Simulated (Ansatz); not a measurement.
# Compressing and expanding glassy Ca3Al2Si3O12 (160 atoms)

How stiff is glassy Ca3Al2Si3O12 (160 atoms)?

Calculated with Ansatz 0.2.0; Kohn-Sham DFT, PBE, PAW (set soft_2), plane waves.

## 1. The structure

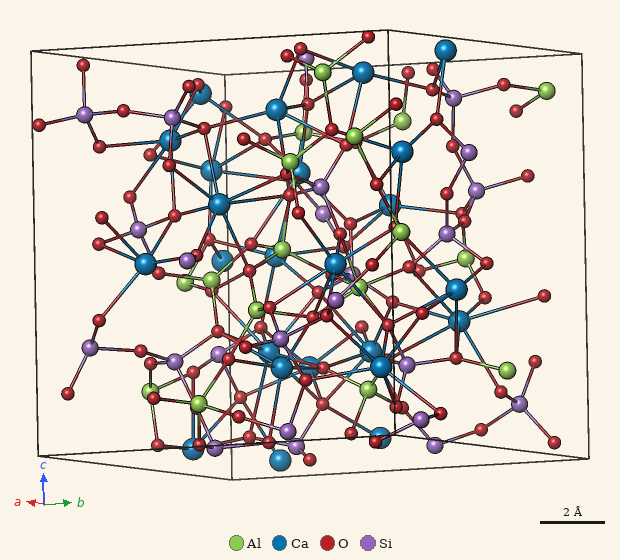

The cell as given, slightly off an axis (aluminium green, calcium blue, oxygen red, silicon purple). Some periodic images of atoms are drawn too.

The cell holds 160 atoms: 16 Al, 24 Ca, 96 O and 24 Si. Its edges and angles: a = 12.814 Å, b = 12.814 Å, c = 12.814 Å, α = 90.0°, β = 90.0°, γ = 90.0°. 160 atoms (16 Al, 24 Ca, 96 O, 24 Si) placed at random at 2.84 g/cm³, melted at 4500 K for 20 ps at fixed volume with the Morse and Coulomb pair potential with partial charges (Pedone, Malavasi, Menziani, Cormack and Segre, J. Phys. Chem. B 110, 11780 (2006)). Quenched from 4500 K to 300 K at 20 K/ps and fixed volume, held 5 ps.

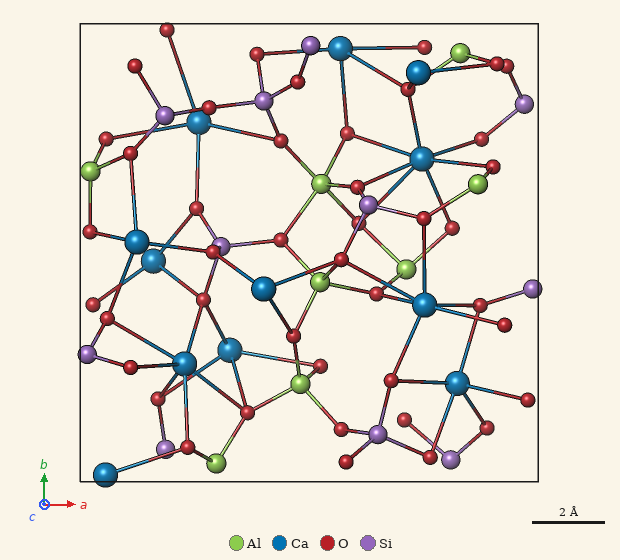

A slice 6 Å thick through the middle of the cell.

What the set-up can't give: The quench rate of 20 K/ps far exceeds what a furnace or splat quench reaches, so expect more defects and frozen-in strain than in a real sample. The starting topology of bonds comes from the classical model, and needn't be the one that DFT or experiment would give. Only the Γ point is sampled.

## 2. Single point at the start

A single point comes first, to see the forces before anything moves.

input.yaml

```yaml
crystal:
  lattice:
    - [12.8139, 0.0, 0.0]
    - [0.0, 12.8139, 0.0]
    - [0.0, 0.0, 12.8139]
  atoms:
    - { symbol: Al, position: [0.41438, 0.00022, 0.19347] }
    - { symbol: Al, position: [0.02224, 0.67724, 0.51031] }
    - { symbol: Al, position: [0.34917, 0.57489, 0.17254] }
    - { symbol: Al, position: [0.71186, 0.46326, 0.35312] }
    - { symbol: Al, position: [0.5235, 0.43529, 0.5153] }
    - { symbol: Al, position: [0.98157, 0.89109, 0.74414] }
    - { symbol: Al, position: [0.4806, 0.21302, 0.4533] }
    - { symbol: Al, position: [0.80705, 0.34761, 0.12215] }
    - { symbol: Al, position: [0.08985, 0.94842, 0.9058] }
    - { symbol: Al, position: [0.90609, 0.76462, 0.91339] }
    - { symbol: Al, position: [0.82964, 0.93529, 0.5146] }
    - { symbol: Al, position: [0.02938, 0.51103, 0.85705] }
    - { symbol: Al, position: [0.86832, 0.64909, 0.7001] }
    - { symbol: Al, position: [0.29699, 0.03962, 0.46725] }
    - { symbol: Al, position: [0.52618, 0.64993, 0.41082] }
    - { symbol: Al, position: [0.1728, 0.31109, 0.83147] }
    - { symbol: Ca, position: [0.25889, 0.78397, 0.33545] }
    - { symbol: Ca, position: [0.52298, 0.90219, 0.98253] }
    - { symbol: Ca, position: [0.82304, 0.21431, 0.47332] }
    - { symbol: Ca, position: [0.12361, 0.52293, 0.64376] }
    - { symbol: Ca, position: [0.32662, 0.28671, 0.2814] }
    - { symbol: Ca, position: [0.52518, 0.67168, 0.93974] }
    - { symbol: Ca, position: [0.7197, 0.81269, 0.19445] }
    - { symbol: Ca, position: [0.64851, 0.49389, 0.84991] }
    - { symbol: Ca, position: [0.53678, 0.43554, 0.22275] }
    - { symbol: Ca, position: [0.24646, 0.02632, 0.06027] }
    - { symbol: Ca, position: [0.01615, 0.42571, 0.08048] }
    - { symbol: Ca, position: [0.74601, 0.70432, 0.45254] }
    - { symbol: Ca, position: [0.22766, 0.25683, 0.52593] }
    - { symbol: Ca, position: [0.40045, 0.42041, 0.71311] }
    - { symbol: Ca, position: [0.02664, 0.2369, 0.26407] }
    - { symbol: Ca, position: [0.73816, 0.89261, 0.72033] }
    [... 122 atom lines left out ...]
    - { symbol: Si, position: [0.81081, 0.97105, 0.05035] }
    - { symbol: Si, position: [0.40081, 0.83092, 0.54055] }
    - { symbol: Si, position: [0.58583, 0.16303, 0.24858] }
    - { symbol: Si, position: [0.59463, 0.27585, 0.02899] }
    - { symbol: Si, position: [0.88485, 0.33008, 0.82467] }
    - { symbol: Si, position: [0.88297, 0.08394, 0.84518] }
kpoints:
  mp_grid: { grid: [1, 1, 1] }
hamiltonian:
  xc: pbe
scf:
  occupations: { method: gaussian, width: 0.05 }
output:
  forces: true
```

Started as:

```bash
$ ansatz run input.yaml --threads 4 --pin off --max-ram 8192MiB --backend cpu --events-out ev --progress --plain --runs-dir out
```

Numbers of over 12 decimals in the logs are rounded to 6 here.

The program printed:

```text
Engine: ansatz 0.2.0, aarch64-unknown-linux-gnu
Pseudopotentials: kind: paw
Pseudopotential: Al, paw, valence charge 3, recommended cutoff 420 eV (normal), Al.paw.azcp
Pseudopotential: Ca, paw, valence charge 10, recommended cutoff 420 eV (normal), Ca.paw.azcp
Pseudopotential: O, paw, valence charge 6, recommended cutoff 420 eV (normal), O.paw.azcp
Pseudopotential: Si, paw, valence charge 4, recommended cutoff 420 eV (normal), Si.paw.azcp
[... 5 lines on functional and potentials left out ...]
Crystal: 160 atoms, lattice volume = 2103.992 Å³
Basis set: ecut = 420 eV, 41155 PW (Γ), exchange–correlation on 180×180×180 points (8 copies of the dense FFT grid, shifted against one another)
Bands: 640, of which v1, the nominal top of the filled ones, is band 480 counted from 1 (479 counted from 0)
Symmetry: 1 space group operations
Space group: P1 (ITA 1), of the structure as read, at distance tolerance 1.3e-4 Å
k-points: 1
[... 9 lines on functional and potentials left out ...]
Initial density: superposition of atomic densities (neutral atoms: chi_scale 0, normalization atom), corrected by the library's trained network
Initial wavefunctions: pseudopotential atomic-orbital guess
Functional: x = pbe(κ = 0.804, μ = 0.219515), c = pbe(β = 0.066725)
SCF iter   1: F=—  HF=-122147.886970 eV  |F-HF|=—  |Δ(HF+E_count)|=         —  Δρ=2.17e-3  dr2=1.24e-1  ethr=1.77e-3  ⟨swp⟩=7.0  Hψ=2993  notcnv=0  defer=123
preconditioner: auto → Resta (q_TF=auto, 2.394 Å⁻¹)  ε∞=3.5  [insulator: Δε(μ)=3.190 eV  Ē_g=15.555 eV  σ=0.050 eV  W_gap=1.00  n_scr=460 (ndim 8)  ℏωp=24.4 eV  f_vac=0.078  D(μ)=0.00/eV (n_scr^D=0)  ε∞_Penn≈3.5]
SCF iter   2: F=—  HF=-122147.889411 eV  |F-HF|=—  |Δ(HF+E_count)|=   2.44e-3  Δρ=1.17e-3  dr2=2.96e-2  ethr=1.29e-5  ⟨swp⟩=2.0  Hψ=1185  notcnv=0  defer=134
SCF iter   3: F=—  HF=-122147.893098 eV  |F-HF|=—  |Δ(HF+E_count)|=   3.69e-3  Δρ=5.05e-4  dr2=8.43e-3  ethr=3.08e-6  ⟨swp⟩=2.0  Hψ=778  notcnv=0  defer=50
automatic band count: iteration 3 solves 556 bands in place of 640: the levels show a gap, and the empty bands left out lie too high to hold charge; the band table lists the bands solved (type scf.n_extra_bands for more)
SCF iter   4: F=—  HF=-122147.894594 eV  |F-HF|=—  |Δ(HF+E_count)|=   1.50e-3  Δρ=1.60e-4  dr2=6.55e-4  ethr=8.78e-7  ⟨swp⟩=2.0  Hψ=775  notcnv=0  defer=50
SCF iter   5: F=—  HF=-122147.894713 eV  |F-HF|=—  |Δ(HF+E_count)|=   1.19e-4  Δρ=9.73e-5  dr2=1.93e-4  ethr=6.83e-8  ⟨swp⟩=2.0  Hψ=804  notcnv=0  defer=50
SCF iter   6: F=—  HF=-122147.894722 eV  |F-HF|=—  |Δ(HF+E_count)|=   8.95e-6  Δρ=4.33e-5  dr2=3.67e-5  ethr=2.01e-8  ⟨swp⟩=2.0  Hψ=803  notcnv=0  defer=50
SCF iter   7: F=—  HF=-122147.895909 eV  |F-HF|=—  |Δ(HF+E_count)|=   1.19e-3  Δρ=1.41e-5  dr2=4.37e-6  ethr=3.82e-9  ⟨swp⟩=2.0  Hψ=1033  notcnv=0  defer=72
SCF iter   8: F=—  HF=-122147.895912 eV  |F-HF|=—  |Δ(HF+E_count)|=   2.94e-6  Δρ=8.17e-6  dr2=1.44e-6  ethr=4.55e-10  ⟨swp⟩=2.0  Hψ=812  notcnv=0  defer=72
SCF iter   9: F=—  HF=-122147.895913 eV  |F-HF|=—  |Δ(HF+E_count)|=   8.40e-7  Δρ=2.19e-6  dr2=1.27e-7  ethr=1.50e-10  ⟨swp⟩=2.0  Hψ=937  notcnv=0  defer=72
SCF iter  10: F=-122147.895913 eV  HF=-122147.895913 eV  |F-HF|=4.99e-9  |Δ(HF+E_count)|=   1.24e-7  Δρ=1.47e-6  dr2=4.30e-8  ethr=1.04e-11  ⟨swp⟩=4.0  Hψ=1680  notcnv=0
SCF 1 converged in 10 iterations: F = -122147.895913 eV  dr2 = 4.30e-8
  greatest PAW one-centre occupation: 0.995 electrons in one spin orbital (limit 2), on the Ca atom at site 30 (counted from 0), in its partial waves of l = 0
SCF converged after 10 iterations
Free energy (F): -122147.895913 eV
Harris-Foulkes:  -122147.895913 eV  (|F-HF|=4.99e-9)
Internal energy: -122147.895913 eV  (E = F + TS)
E sigma→0 (E₀):  -122147.895913 eV
Fermi energy:    6.981312 eV
--- Per-component energies (eV) ---
  E_band       = -4997.144962
  E_kinetic    = 25305.151664
  E_local      = -61046.841197  (includes V_loc(G=0)·N_el)
  E_nonlocal   = 6887.463830
  E_hartree    = 21967.733660
  E_xc         = -12465.410486
  E_vxc        = -14899.711612  (∫ρ·V_xc dr)
  E_paw        = -55634.741505  (= ΣΔE_a)
  E_vpaw       = -5178.916023  (= ΣTr[D̂ρ^β])
  E_aug_tail   = 0.242649  (compensation charges beyond the density's cutoff)
  E_ewald      = -47161.494528
  E_smearing   = -0.000000  (= −TS)
  E_closure    = 0.000000  (closes the sum)
  Σ components = -122147.895913   (vs F -122147.895913, Δ=0.00e0)
--- Forces (eV/Å), atoms counted from 1 ---
  atom   1  Al    -0.05315331     0.07909932     0.32794762
  atom   2  Al    -1.17253867    -0.21317862     1.86244584
  atom   3  Al    -2.10842300    -1.82959371    -0.71985421
  atom   4  Al    -0.19067541     0.56040292    -1.60900982
  atom   5  Al     2.04136816     1.02101057    -0.79776853
  atom   6  Al    -0.05539364    -2.62324515    -1.65081998
  atom   7  Al     0.81230498     0.09959108    -0.47837166
  atom   8  Al    -3.00150293     0.84696689     1.25798621
  atom   9  Al     1.08581027    -1.57059170     1.51025739
  atom  10  Al     0.22080955     2.14773292    -0.29571587
  atom  11  Al    -1.57031199    -1.86096911     0.74650341
  atom  12  Al     0.79338020    -0.21694081    -0.33424488
  atom  13  Al     1.13933583    -0.29186687    -1.23086158
  atom  14  Al     0.94823002    -1.48503933    -0.45885206
[...]
atom 159  Si    -1.83968767    -0.64241806    -1.19987917
  atom 160  Si    -2.86639895     1.54199921     1.37500188
  max |Σ_I F_I| component: 2.89e-5 eV/Å
```

Run time: 43 s. Hardware: 4 threads of Arm Neoverse V1, shared host; peak memory 3.4 GiB.

The r.m.s. force at the start is 1.3 eV/Å.

## 3. Cell and atoms relaxed

Cell and atoms are freed together, to release stress as well as forces.

input.yaml

```yaml
crystal:
  lattice:
    - [12.8139, 0.0, 0.0]
    - [0.0, 12.8139, 0.0]
    - [0.0, 0.0, 12.8139]
  atoms:
    [... the 160 atom lines of step 2 ...]
kpoints:
  mp_grid: { grid: [1, 1, 1] }
hamiltonian:
  xc: pbe
scf:
  occupations: { method: gaussian, width: 0.05 }
output:
  forces: true
relax:
  f_tol: 0.05
  max_steps: 150
  cell: {}
```

The program printed:

```text
[...]
Crystal: 160 atoms, lattice volume = 2103.992 Å³
Basis set: ecut = 420 eV, 41155 PW (Γ), exchange–correlation on 180×180×180 points (8 copies of the dense FFT grid, shifted against one another)
Bands: 640, of which v1, the nominal top of the filled ones, is band 480 counted from 1 (479 counted from 0)
Symmetry: 1 space group operations
[...]
k-points: 1
[...]
SCF iter   1: F=—  HF=-122147.886970 eV  |F-HF|=—  |Δ(HF+E_count)|=         —  Δρ=2.17e-3  dr2=1.24e-1  ethr=1.77e-3  ⟨swp⟩=7.0  Hψ=2993  notcnv=0  defer=123
[...]
SCF iter  10: F=-122147.895913 eV  HF=-122147.895913 eV  |F-HF|=4.02e-9  |Δ(HF+E_count)|=   1.20e-7  Δρ=1.47e-6  dr2=4.27e-8  ethr=1.04e-11  ⟨swp⟩=4.0  Hψ=1764  notcnv=0
SCF 1 converged in 10 iterations: F = -122147.895913 eV  dr2 = 4.27e-8
[...]
relax step   1: F+E_penalty+E_count = -122147.89591302 eV  Δ(F+E_penalty+E_count) = +0.000e0 eV  max|allowed force component| = 5.389e0 eV/Å  Δτ_max = 0.0000 Å  P = +4.828 GPa  Ω = 2103.992 Å³  (10 SCF iters, dr2 threshold 1.00e-7 eV, accepted)
[... from here on, the SCF cycles and remarks between the steps are left out ...]
relax step   2: F+E_penalty+E_count = -122156.14730160 eV  Δ(F+E_penalty+E_count) = -8.251e0 eV  max|allowed force component| = 2.614e0 eV/Å  Δτ_max = 0.1995 Å  P = +3.268 GPa  Ω = 2086.833 Å³  energy of the carried Pulay correction = +5.696e-2 eV  (8 SCF iters, dr2 threshold 1.60e-5 eV, accepted)
relax step   3: F+E_penalty+E_count = -122159.76546533 eV  Δ(F+E_penalty+E_count) = -3.618e0 eV  max|allowed force component| = 9.295e-1 eV/Å  Δτ_max = 0.1976 Å  P = +0.327 GPa  Ω = 2105.847 Å³  energy of the carried Pulay correction = -6.131e-3 eV  (8 SCF iters, dr2 threshold 1.60e-5 eV, accepted)
relax step   4: F+E_penalty+E_count = -122160.94799874 eV  Δ(F+E_penalty+E_count) = -1.183e0 eV  max|allowed force component| = 4.504e-1 eV/Å  Δτ_max = 0.2000 Å  P = +0.198 GPa  Ω = 2109.141 Å³  energy of the carried Pulay correction = -1.700e-2 eV  (7 SCF iters, dr2 threshold 1.60e-5 eV, accepted)
relax step   5: F+E_penalty+E_count = -122161.29214212 eV  Δ(F+E_penalty+E_count) = -3.441e-1 eV  max|allowed force component| = 2.526e-1 eV/Å  Δτ_max = 0.2000 Å  P = -0.084 GPa  Ω = 2122.121 Å³  energy of the carried Pulay correction = -5.968e-2 eV  (8 SCF iters, dr2 threshold 1.27e-5 eV, accepted)
relax step   6: F+E_penalty+E_count = -122161.33673170 eV  Δ(F+E_penalty+E_count) = -4.459e-2 eV  max|allowed force component| = 2.450e-1 eV/Å  Δτ_max = 0.2000 Å  P = +0.164 GPa  Ω = 2115.213 Å³  energy of the carried Pulay correction = -3.700e-2 eV  (8 SCF iters, dr2 threshold 3.99e-6 eV, accepted)
relax step   7: F+E_penalty+E_count = -122161.40006395 eV  Δ(F+E_penalty+E_count) = -6.333e-2 eV  max|allowed force component| = 9.667e-2 eV/Å  Δτ_max = 0.1171 Å  P = -0.037 GPa  Ω = 2121.299 Å³  energy of the carried Pulay correction = -5.699e-2 eV  (7 SCF iters, dr2 threshold 3.75e-6 eV, accepted)
relax step   8: F+E_penalty+E_count = -122161.30938188 eV  Δ(F+E_penalty+E_count) = +9.068e-2 eV  max|allowed force component| = 3.361e-1 eV/Å  Δτ_max = 0.2000 Å  P = +0.094 GPa  Ω = 2116.179 Å³  energy of the carried Pulay correction = -4.018e-2 eV  (9 SCF iters, dr2 threshold 5.84e-7 eV, rejected (line search))
relax step   9: F+E_penalty+E_count = -122161.41004438 eV  Δ(F+E_penalty+E_count) = -9.980e-3 eV  max|allowed force component| = 1.427e-1 eV/Å  Δτ_max = 0.0377 Å  P = -0.002 GPa  Ω = 2120.603 Å³  energy of the carried Pulay correction = -5.471e-2 eV  (12 SCF iters, accepted)
relax step  10: F+E_penalty+E_count = -122161.42246314 eV  Δ(F+E_penalty+E_count) = -1.242e-2 eV  max|allowed force component| = 4.109e-2 eV/Å  Δτ_max = 0.0434 Å  P = +0.020 GPa  Ω = 2119.923 Å³  energy of the carried Pulay correction = -5.248e-2 eV  (7 SCF iters, dr2 threshold 1.27e-6 eV, accepted)
relax step  11: F+E_penalty+E_count = -122161.49426379 eV  Δ(F+E_penalty+E_count) = -7.180e-2 eV  max|allowed force component| = 4.118e-2 eV/Å  Δτ_max = 0.0000 Å  P = +0.081 GPa  Ω = 2119.923 Å³  stress off target by 1.82e-1 GPa  SCF on the basis re-selected at this cell (its energy is not comparable with the rows above)  (7 SCF iters)
relax step  12: F+E_penalty+E_count = -122161.41626022 eV  Δ(F+E_penalty+E_count) = +7.800e-2 eV  max|allowed force component| = 1.449e-1 eV/Å  Δτ_max = 0.1500 Å  P = +0.005 GPa  Ω = 2123.312 Å³  energy of the carried Pulay correction = -1.095e-2 eV  (10 SCF iters, dr2 threshold 8.26e-8 eV, rejected (line search))
relax step  13: F+E_penalty+E_count = -122161.48985114 eV  Δ(F+E_penalty+E_count) = +4.413e-3 eV  max|allowed force component| = 2.862e-2 eV/Å  Δτ_max = 0.0192 Å  P = -0.007 GPa  Ω = 2122.605 Å³  energy of the carried Pulay correction = -8.804e-3 eV  (12 SCF iters, accepted)
relax step  14: F+E_penalty+E_count = -122161.50057059 eV  Δ(F+E_penalty+E_count) = -1.072e-2 eV  max|allowed force component| = 2.870e-2 eV/Å  Δτ_max = 0.0000 Å  P = -0.004 GPa  Ω = 2122.605 Å³  stress off target by 1.41e-2 GPa  SCF on the basis re-selected at this cell (its energy is not comparable with the rows above)  (5 SCF iters)
[...]
SCF converged after 5 iterations
Free energy (F): -122161.500571 eV
[...]
Internal energy: -122161.500571 eV  (E = F + TS)
E sigma→0 (E₀):  -122161.500571 eV
Fermi energy:    6.880847 eV
[...]
--- Forces (eV/Å), atoms counted from 1 ---
  atom   1  Al     0.00625414     0.00144043     0.00560107
  atom   2  Al    -0.00099318    -0.00122007    -0.00045667
  atom   3  Al    -0.01698805     0.00368236    -0.00672464
  atom   4  Al     0.00074859     0.00100427     0.00455305
  atom   5  Al     0.00396245     0.00706695     0.00392655
  atom   6  Al    -0.01192185     0.00130468    -0.00322728
  atom   7  Al     0.00798267    -0.00096669    -0.00134371
  atom   8  Al     0.00451270     0.00389226     0.00772904
  atom   9  Al    -0.00333373     0.00385582     0.00555060
  atom  10  Al     0.00440135    -0.00214277    -0.01146994
  atom  11  Al     0.00184951     0.00074049     0.00161873
  atom  12  Al     0.00536229     0.00266838    -0.00638465
  atom  13  Al    -0.00343085    -0.00021007    -0.00705144
  atom  14  Al    -0.00780977     0.00295341    -0.00779263
[...]
atom 159  Si    -0.01240480    -0.00160186    -0.01059285
  atom 160  Si     0.00487297     0.00207227    -0.00880155
  max |Σ_I F_I| component: 6.81e-5 eV/Å
--- Stress (GPa, compression-positive) ---
        0.001140       0.012847      -0.000183
        0.012845       0.001193       0.001742
       -0.000181       0.001740      -0.013012
  P = ⅓ Tr σ = -0.0036 GPa (-0.036 kbar)
--- Relaxed structure (12 steps of the walk, 10 accepted, 2 SCFs on fresh bases) ---
  F+E_penalty+E_count = -122161.50057059 eV   max|allowed force component| = 2.870e-2 eV/Å   (the final SCF, on the basis selected at the relaxed cell)
  cell:  # Å, volume = 2122.6050 Å³
    - [12.932680, 0.120986, -0.015401]
    - [0.120986, 12.860228, -0.074870]
    - [-0.015401, -0.074870, 12.763965]
  atoms:
    - { symbol: Al, position: [0.414678, 0.00515451, 0.197916] }
    - { symbol: Al, position: [0.036595, 0.674478, 0.509372] }
    - { symbol: Al, position: [0.347207, 0.574795, 0.155180] }
    - { symbol: Al, position: [0.708489, 0.472686, 0.348098] }
[...]
- { symbol: Si, position: [0.880789, 0.076823, 0.846795] }
```

It took 11 min on 4 threads; peak memory 3.5 GiB.

The relaxation converged after 12 steps, with a largest force component of 0.029 eV/Å.

[end of part 1 of 2]

[Logs are printed without paths, hosts, clocks, repeated set-up lines and the standing remarks that a program may print on its own settings, such as how far it seeks lower states.]

[Hosts, paths, dates, database ids (printed as entryN), source tags and the programs' standing remarks are cut or masked in the printed files.]
